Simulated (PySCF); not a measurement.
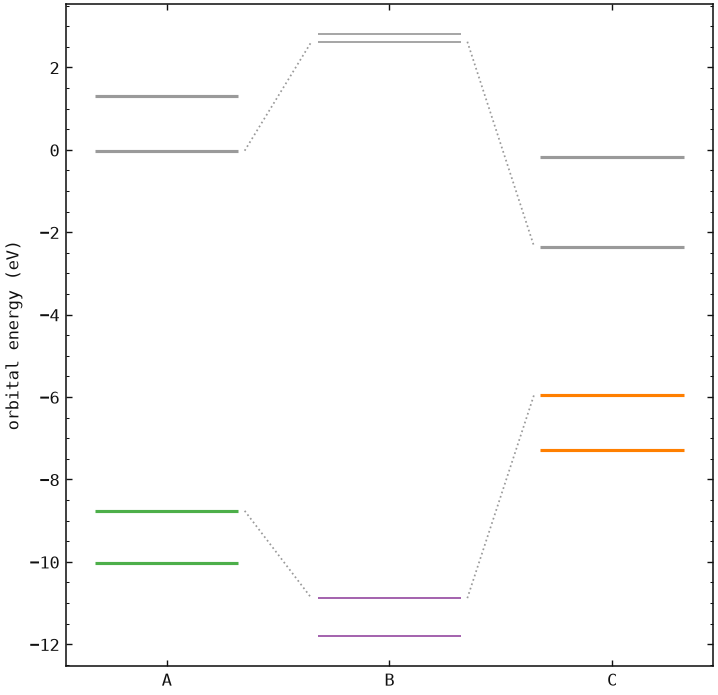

Frontier orbital energies of C₃H₈FNSi, SMILES C=N[Si@H](F)CC at one geometry, def2-SVPD, PySCF 2.14.0, at a PBE0-D3(BJ)/def2-SVP geometry (no frequency check). Empty levels are grey, levels within 0.1 eV stand side by side; all columns show the same few orbitals around the gap. Dotted lines join the HOMOs and the LUMOs.

### The columns come from CAM-B3LYP, HF and PBE. Which is which?

A: CAM-B3LYP (HOMO −8.76, LUMO −0.02, separation 8.74 eV)
B: HF (HOMO −10.88, LUMO 2.62, separation 13.50 eV)
C: PBE (HOMO −5.94, LUMO −2.35, separation 3.59 eV)

Caveats, for all or some of the runs: empty levels above zero depend strongly on the basis; one conformer of a flexible molecule.
